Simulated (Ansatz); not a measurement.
# BNH (doublet): inputs that go wrong at distance B1–N2 = 2.043 Å

3 inputs are run for BNH (doublet) as typed; the log has to tell whether the result can be used and what must change.

Method: the settings change from run to run; program: Ansatz 0.2.0, Gaussian basis.

21 further runs of the same task are left out: 2 for a known fault of the program, 13 that didn't finish, 6 set aside as unsound or not needed.

**1. The geometry**

The geometry derives from a PBE0/def2-TZVP stationary point (not a proven minimum). One bond is set to the value named and the two fragments are kept rigid.

3 atoms, charge 0, spin multiplicity 2.

Atoms are counted from 1 here; the program's logs count them from 0.

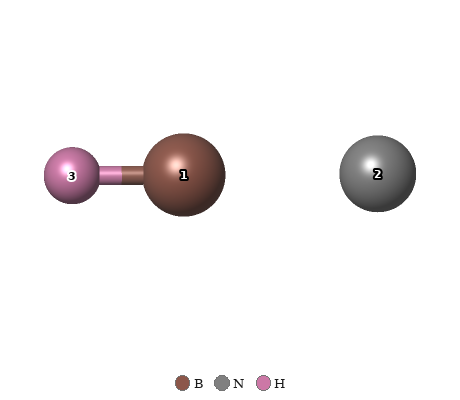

The geometry (boron brown, nitrogen grey, hydrogen pink); atoms are numbered from 1 in the order of the file.

**2. Input 1**

in.yaml

```yaml
crystal:
  periodic: [false, false, false]
  atoms:
    - {symbol: B, position_ang: [0.000000, 0.000000, 0.153311]}
    - {symbol: N, position_ang: [0.000000, 0.000000, -0.927845]}
    - {symbol: H, position_ang: [0.000000, 0.000000, 0.774534]}
basis:
  gaussian: {orbitals: def2-SVP}
magnetization: {spin_polarized: false, initial_magnetization: 1}
hamiltonian: {xc: hf}
accuracy: high
output: {orbitals: {seedname: orbitals}}
```

Run with:

```bash
ansatz run in.yaml --threads 1 --pin off --events-out ev --progress --plain --max-ram 2393MiB
```

What it wrote:

```text
Functional definition: HF
  name "HF"
  cite "Fock, Z. Phys. 61, 126 (1930) doi:10.1007/BF01340294"
  parent pbe
  exchange = exact_x
  correlation = 0
642 factors; integrals over basis functions are off by at most 3.4e-9 eV
mean field evaluation 1: about -2148.3348 eV, gradient 1.8e1 eV
mean field evaluation 2: about -2148.3361 eV, gradient 1.8e1 eV
mean field evaluation 4: about -2149.6257 eV, gradient 2.6e0 eV
mean field evaluation 8: about -2149.6497 eV, gradient 2.5e-4 eV
mean field evaluation 16: about -2149.4987 eV, gradient 4.2e0 eV
mean field evaluation 32: about -2149.6100 eV, gradient 4.8e-2 eV
mean field -2149.64971708 eV, -78.9981700178 hartree, gradient 8.5e-8 eV, S^2 0.750000; 1 other end points of the search recorded, 0 dependent functions left out
reference -2149.64971708 eV, -78.9981700178 hartree; 7, 6 occupied and 26, 27 virtual orbitals, 642 factors
Total energy: -2149.64971708 eV, -78.9981700178 hartree
```

Run time: 0.21 s. Hardware: 1 thread of Arm Neoverse V2, shared host.

What is wrong: The run converged, which proves nothing about the input. The coordinates are scaled by the bohr-ångström factor. The shortest distance is 0.62 Å, against 1.17 Å in the geometry of step 1. Its energy belongs to another geometry. To mend it, restore the coordinates in ångström.

**3. Input 2**

in.yaml

```yaml
crystal:
  periodic: [false, false, false]
  atoms:
    - {symbol: B, position_ang: [0.050000, 0.000000, -1.453297]}
    - {symbol: N, position_ang: [0.000000, 0.000000, -1.753297]}
    - {symbol: H, position_ang: [0.000000, 0.000000, 1.463595]}
basis:
  gaussian: {orbitals: STO-3G}
magnetization: {spin_polarized: false, initial_magnetization: 1}
correlation: {method: bccd, electrons: outside_noble_gas}
accuracy: high
output: {forces: true}
```

Same command.

What it wrote, cut to the lines that bear on the results:

```text
Functional definition: HF
  name "HF"
  cite "Fock, Z. Phys. 61, 126 (1930) doi:10.1007/BF01340294"
  parent pbe
[...]
167 factors; integrals over basis functions are off by at most 2.1e-8 eV
[...]
mean field -1692.96889015 eV, -62.2154591773 hartree, gradient 2.8e-8 eV, S^2 0.750000; 0 other end points of the search recorded, 0 dependent functions left out
2 core orbitals not correlated: weight in the atoms' cores, before any rotation towards them, 0.995 or more for the frozen orbitals, at most 0.005 for the correlated occupied ones
reference -1692.96889015 eV, -62.2154591773 hartree; 5, 4 occupied and 4, 5 virtual orbitals, 167 factors
second order -0.93208977 eV of doubles, -0.00002249 eV of singles
cycle   1  -1.05994635 eV  change   -1.3e-1 eV  update   1.8e-2
[...]
cycle  15  -1.08994522 eV  change  -8.8e-11 eV  update  4.8e-10
[...]
Total energy: -1694.05883537 eV, -62.2555139255 hartree
Atom 0 at     0.050000     0.000000    -1.453297 Å, force   519.732714     0.000000  3118.079930 eV/Å
Atom 1 at     0.000000     0.000000    -1.753297 Å, force  -519.727797    -0.000000 -3118.189915 eV/Å
Atom 2 at     0.000000     0.000000     1.463595 Å, force    -0.004917     0.000000     0.109985 eV/Å
Dipole moment:    -0.016280    -0.000000    -0.101583 e Å
```

Wall time 0.21 s (1 thread of Arm Neoverse V2, shared host).

Diagnosis: The run converged, which proves nothing about the input. One atom lies on top of another. The shortest distance is 0.30 Å, against 1.17 Å in the geometry of step 1. Its energy belongs to another geometry. To mend it, restore its position.

**4. Input 3**

in.yaml

```yaml
crystal:
  periodic: [false, false, false]
  atoms:
    - {symbol: B, position_ang: [0.000000, 0.000000, 0.289703]}
    - {symbol: N, position_ang: [0.000000, 0.000000, -1.753297]}
    - {symbol: H, position_ang: [0.000000, 0.000000, 1.463595]}
basis:
  gaussian: {orbitals: cc-pVDZ}
magnetization: {spin_polarized: false, initial_magnetization: 1}
hamiltonian: {xc: r2scan}
correlation: {method: sc_nevpt2, electrons: all, active_space: {window: {electrons: 3, orbitals: 3}}}
accuracy: high
```

Launched as before.

What it wrote:

```text
Error: invalid value for `correlation.active_space`: it starts from restricted Hartree–Fock orbitals; set hamiltonian.xc: hf without magnetization.spin_polarized
```

It took 0.03 s on 1 thread of Arm Neoverse V2, shared host.

Diagnosis: The run was refused. An active space is asked on a functional's orbitals. To mend it, start from Hartree-Fock.

**5. Summary**

| input | level | ended | cause | time |
| --- | --- | --- | --- | --- |
| 1 | HF/def2-SVP | converged | the coordinates are scaled by the bohr-ångström factor | 0.21 s |
| 2 | BCCD on ROHF/STO-3G | converged | one atom lies on top of another | 0.21 s |
| 3 | NEVPT2(3,3)/cc-pVDZ | refused | an active space is asked on a functional's orbitals | 0.03 s |

2 converged, 1 refused. The input that converges on a wrong geometry or spin is the dangerous one: no error points at it, so geometry and ⟨S²⟩ have to be checked.
